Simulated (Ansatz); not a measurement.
## Effect of Na → Cs on hypothetical zinc blende NaI

The reference is NaI in the zinc blende structure (space group F-43m, No. 216; a = 7.163 Å; a hypothetical phase, not in the database extracts checked).

Perturbation: every Na is replaced by Cs, then cell and atoms are relaxed.

The values are results of PBE in Ansatz (plane waves to 420 eV, PAW, scalar-relativistic without spin-orbit coupling), not measurements. Γ-centred 7×7×7 mesh, Fermi–Dirac width 0.05 eV, for the changed cell.

```yaml
volume_per_atom: 83.45 Å³ (base 45.95 Å³)
density: 2.58 g/cm³ (base 2.71 g/cm³)
lattice_parameter_a: 8.740 Å (base 7.163 Å)
space_group: F-43m (No. 216) (base F-43m (No. 216))
shortest_interatomic_distance: 3.785 Å (base 3.102 Å)
band_gap: 3.72 eV (base 3.77 eV)
gap_character: indirect, W → Γ (base direct at Γ)
smallest_direct_gap: 3.85 eV (base 3.77 eV)
electron_mass: 0.48 mₑ (at Γ) (base 0.36 mₑ (at Γ))
```

Final structure:

```
CELL_PARAMETERS angstrom
      0.00000     4.37001     4.37001
      4.37001     0.00000     4.37001
      4.37001     4.37001     0.00000
ATOMIC_POSITIONS crystal
  I  0.75000 0.75000 0.75000
  Cs 0.00000 0.00000 0.00000
```

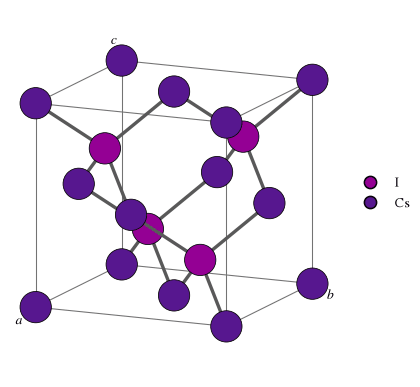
Figure. The relaxed conventional cell after the change

With I present, leaving out spin-orbit coupling can change the band edges. Effective masses come from finite differences of ±0.01 Å⁻¹. Stability against distortions was not tested. As relaxed here, CsI is a hypothetical phase, not in the database extracts checked.

Ansatz is a program for electronic structure.
